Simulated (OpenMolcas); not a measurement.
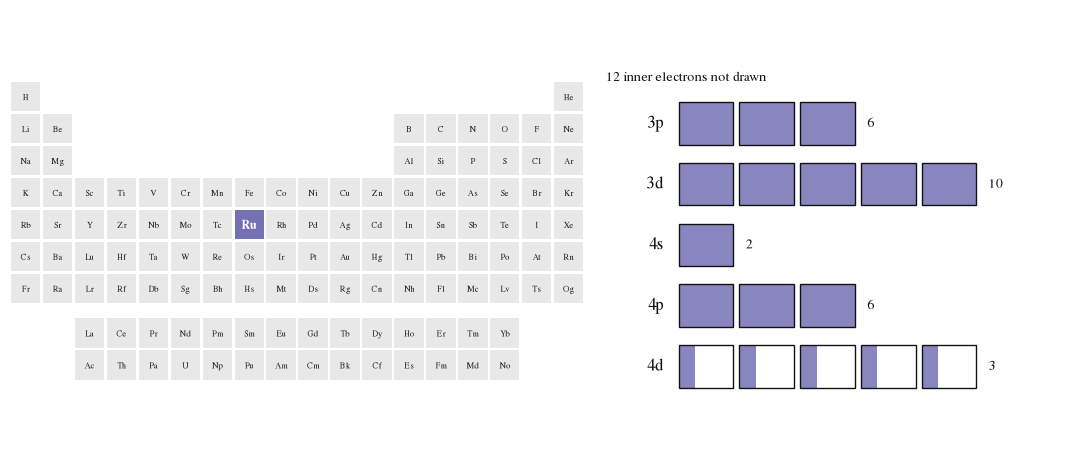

**Figure 1.** Left, the place of ruthenium in the periodic table; right, the outer shells of the leading configuration of the lowest level: a box for each of the 2l + 1 orbitals, shaded by the share of the shell that is filled, with the electron count at the right.

**Ru⁵⁺ complex: multiconfigurational calculation**

- system: Ru⁵⁺ with 4 ligands (O; tetrahedron, 1.81 Å), neutralised by 4 outer point charges of +0.75 e, whose field is part of the energies.
- method: state-averaged SS-CASPT2, IPEA shift 0.25, imaginary shift 0.1 hartree, closed shells 4s 4p of the metal and the valence shells of the ligands correlated, active space 3 electrons in the shell 4d, basis ANO-RCC-VTZP on the metal and ANO-RCC-VDZP on the ligands, DKH2 scalar Hamiltonian, spin-orbit coupling by RASSI with atomic mean-field integrals (OpenMolcas)

Input file:
```
&GATEWAY
Coord
5

Ru 0.0 0.0 0.0
O 1.045004 1.045004 1.045004
O 1.045004 -1.045004 -1.045004
O -1.045004 1.045004 -1.045004
O -1.045004 -1.045004 1.045004
Basis=Ru.ANO-RCC-VTZP,O.ANO-RCC-VDZP
Group=NoSym
NoMove
AngMom=0.0 0.0 0.0
AMFI
RICD
XField
4 Angstrom 0
2.430645 2.430645 2.430645 0.750000
2.430645 -2.430645 -2.430645 0.750000
-2.430645 2.430645 -2.430645 0.750000
-2.430645 -2.430645 2.430645 0.750000
&SEWARD
&RASSCF
FileOrb=start.orb
Symmetry=1
Spin=4
nActEl=3 0 0
Inactive=38
Ras2=5
CIRoot=10 10 1
SDav=10
CIMx=300
Iter=150 100
PrWF=0.3
OrbListing=Nothing
MaxOrb=0
LevShft=1.0
>>> COPY $Project.JobIph JOB001
&RASSCF
FileOrb=start.orb
Symmetry=1
Spin=2
nActEl=3 0 0
Inactive=38
Ras2=5
CIRoot=40 40 1
SDav=40
CIMx=300
Iter=150 100
PrWF=0.3
OrbListing=Nothing
MaxOrb=0
LevShft=1.0
>>> COPY $Project.JobIph JOB002
&RASSI
NrOfJobIphs=2 10 40
1 2 3 4 5 6 7 8 9 10
1 2 3 4 5 6 7 8 9 10 11 12 13 14 15 16 17 18 19 20 21 22 23 24 25 26 27
28 29 30 31 32 33 34 35 36 37 38 39 40
IphNames
JOB001
JOB002
EJob
SpinOrbit
DIPRint=1.0
SOCoupling=1000.0
Subsets=2
Property=9
'ANGMOM' 1 'ANGMOM' 2 'ANGMOM' 3 'MLTPL  1' 1 'MLTPL  1' 2 'MLTPL  1' 3
'AMFI' 1 'AMFI' 2 'AMFI' 3
SOProperty=3
'ANGMOM' 1 'ANGMOM' 2 'ANGMOM' 3
>>> COPY JOB001 $Project.JobIph
&CASPT2
Multistate=10 1 2 3 4 5 6 7 8 9 10
NoMult
Frozen=18
IPEA=0.25
Imaginary=0.1
MaxIter=60
WThr=0.0 0.3 0.05
PrWF=0.5
NoMix
>>> COPY JOB002 $Project.JobIph
&CASPT2
Multistate=40 1 2 3 4 5 6 7 8 9 10 11 12 13 14 15 16 17 18 19 20 21 22
23 24 25 26 27 28 29 30 31 32 33 34 35 36 37 38 39 40
NoMult
Frozen=18
IPEA=0.25
Imaginary=0.1
MaxIter=60
WThr=0.0 0.3 0.05
PrWF=0.5
NoMix
```

The file start.orb holds starting orbitals from an earlier step. A driver script formed the levels outside the program, from RASSI's spin-orbit matrix and the CASPT2 energies (for multi-state variants, the effective Hamiltonian), averaged over the components of each term or state. The log and the time are those of the CASPT2 step.

Command:
```bash
OMP_NUM_THREADS=1 MOLCAS_MEM=2457 MOLCAS_PROJECT=a pymolcas a.inp > a.log  # once for each step of the input, in one work folder
```

Log (extracts):
```
--- CASPT2 ---
Orbital specifications:
      -----------------------

      Symmetry species                           1
                                                 a
      Frozen orbitals                           18
      Inactive orbitals                         20
      Active orbitals                            5
      Secondary orbitals                        81
      Deleted orbitals                           0
      Number of basis functions                124
Type of calculation                        SS-CASPT2
      Fock operator                              state-specific
      IPEA shift                                 0.25
      Real shift                                 0.00
      Imaginary shift                            0.10
      The input orbitals will be transformed to quasi-canonical
Reference energy:       -4827.7264292087
      E2 (Non-variational):      -1.5806927389
      Shift correction:          -0.0027051861
      E2 (Variational):          -1.5833979249
      Total energy:           -4829.3098271337
      Residual norm:              0.0000003146
      Reference weight:           0.64762
      Contributions to the CASPT2 correlation energy
      Active & Virtual Only:         -0.0124686554
      One Inactive Excited:          -0.2668120237
      Two Inactive Excited:          -1.3014120598
Reference energy:       -4827.7264292086
      E2 (Non-variational):      -1.5813614423
      Shift correction:          -0.0027168665
      E2 (Variational):          -1.5840783088
      Total energy:           -4829.3105075174
      Residual norm:              0.0000001484
      Reference weight:           0.64726
      Contributions to the CASPT2 correlation energy
      Active & Virtual Only:         -0.0125762397
      One Inactive Excited:          -0.2671643671
      Two Inactive Excited:          -1.3016208355
::    CASPT2 Root  1     Total energy:  -4829.30982713
::    CASPT2 Root  2     Total energy:  -4829.31050752
::    CASPT2 Root  3     Total energy:  -4829.30970421
::    CASPT2 Root  4     Total energy:  -4829.25378458
::    CASPT2 Root  5     Total energy:  -4829.25404868
::    CASPT2 Root  6     Total energy:  -4829.25504645
::    CASPT2 Root  7     Total energy:  -4829.23785563
::    CASPT2 Root  8     Total energy:  -4829.23656070
::    CASPT2 Root  9     Total energy:  -4829.23709687
::    CASPT2 Root 10     Total energy:  -4829.18031877
--- CASPT2 ---
Orbital specifications:
      -----------------------

      Symmetry species                           1
                                                 a
      Frozen orbitals                           18
      Inactive orbitals                         20
      Active orbitals                            5
      Secondary orbitals                        81
      Deleted orbitals                           0
      Number of basis functions                124
Type of calculation                        SS-CASPT2
      Fock operator                              state-specific
      IPEA shift                                 0.25
      Real shift                                 0.00
      Imaginary shift                            0.10
      The input orbitals will be transformed to quasi-canonical
Reference energy:       -4827.7436959854
      E2 (Non-variational):      -1.5803997539
      Shift correction:          -0.0024940068
      E2 (Variational):          -1.5828937606
      Total energy:           -4829.3265897461
      Residual norm:              0.0000009261
      Reference weight:           0.65366
      Contributions to the CASPT2 correlation energy
      Active & Virtual Only:         -0.0165627775
      One Inactive Excited:          -0.2620054979
      Two Inactive Excited:          -1.3018314784
Reference energy:       -4827.7436959853
      E2 (Non-variational):      -1.5803874146
      Shift correction:          -0.0024937607
      E2 (Variational):          -1.5828811753
      Total energy:           -4829.3265771606
      Residual norm:              0.0000009187
      Reference weight:           0.65368
      Contributions to the CASPT2 correlation energy
      Active & Virtual Only:         -0.0165885446
      One Inactive Excited:          -0.2619652957
      Two Inactive Excited:          -1.3018335742
::    CASPT2 Root  1     Total energy:  -4829.32658975
::    CASPT2 Root  2     Total energy:  -4829.32657716
::    CASPT2 Root  3     Total energy:  -4829.29034231
::    CASPT2 Root  4     Total energy:  -4829.28895173
::    CASPT2 Root  5     Total energy:  -4829.29083895
::    CASPT2 Root  6     Total energy:  -4829.28456859
::    CASPT2 Root  7     Total energy:  -4829.28593096
::    CASPT2 Root  8     Total energy:  -4829.28493032
::    CASPT2 Root  9     Total energy:  -4829.27905573
::    CASPT2 Root 10     Total energy:  -4829.27918879
::    CASPT2 Root 11     Total energy:  -4829.27933419
::    CASPT2 Root 12     Total energy:  -4829.24983869
::    CASPT2 Root 13     Total energy:  -4829.25019796
::    CASPT2 Root 14     Total energy:  -4829.25043112
::    CASPT2 Root 15     Total energy:  -4829.24274798
::    CASPT2 Root 16     Total energy:  -4829.23349860
::    CASPT2 Root 17     Total energy:  -4829.23461551
::    CASPT2 Root 18     Total energy:  -4829.23100762
::    CASPT2 Root 19     Total energy:  -4829.23199789
::    CASPT2 Root 20     Total energy:  -4829.23129526
::    CASPT2 Root 21     Total energy:  -4829.23045730
::    CASPT2 Root 22     Total energy:  -4829.23256987
::    CASPT2 Root 23     Total energy:  -4829.23147215
::    CASPT2 Root 24     Total energy:  -4829.21874942
::    CASPT2 Root 25     Total energy:  -4829.21871262
::    CASPT2 Root 26     Total energy:  -4829.21884796
::    CASPT2 Root 27     Total energy:  -4829.21566724
::    CASPT2 Root 28     Total energy:  -4829.21607921
::    CASPT2 Root 29     Total energy:  -4829.21549985
::    CASPT2 Root 30     Total energy:  -4829.21670321
```

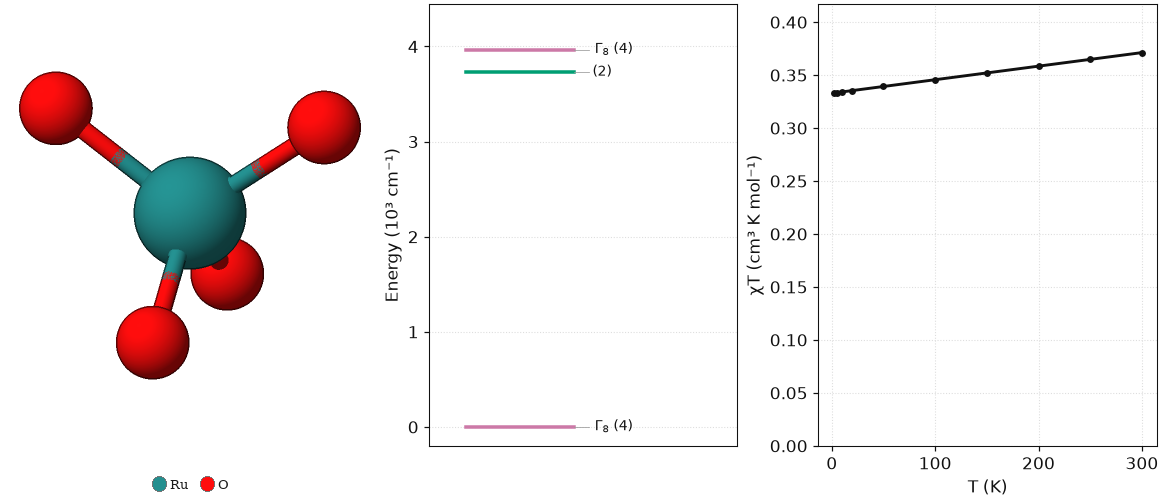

**Figure 2.** Ru⁵⁺ (4d³) with 4 ligands, O²⁻, at 1.81 Å (arrangement: tetrahedron, Td), neutralised by outer point charges of +0.75 e, and its levels and susceptibility. Labels give the representation in O, Td, D4 or D3 as the site allows (double group for half-integer spin) where it could be assigned and, in brackets, the degeneracy; spin-free states, where drawn, share the zero of the spin-orbit levels. Powder susceptibility by Van Vleck's formula. The ground level is Γ₈, 4-fold degenerate, 90 % from states of spin multiplicity 2. The next level lies at 3,730 cm⁻¹. χT is 0.333 cm³ K mol⁻¹ at 2 K and 0.371 at 300 K, an effective moment of 1.72 μB.

Results in brief:

| quantity | value |
| --- | --- |
| outcome | converged; degenerate states are split by up to 464 cm⁻¹ |
| energy of the lowest spin-free term | −4829.32658 hartree |
| energy of the lowest spin-orbit level | −4829.32920 hartree |
| CASPT2 correlation energy | −1.5829 hartree |
| largest spread among components of a term | 463.7 cm⁻¹ |
| lowest reference weight | 0.609 |
| hardware | 1 thread of Arm Neoverse V1, 24 GiB of memory available, shared host |
| wall time | 4.9 min |
| peak memory | 0.4 GiB |

Remarks:

The components of ² (unassigned), which symmetry makes degenerate, are split by 464 cm⁻¹ in CASPT2, and those of 12 more by over 50 cm⁻¹. This is an artefact; the levels of such states rest on averages and are uncertain by about as much. Caveats: covalent bonds, ligand orbitals missing from the active space; bare point charges leave oxide and sulfide ligands too diffuse, field too small; distances are set from ionic radii, not optimised.
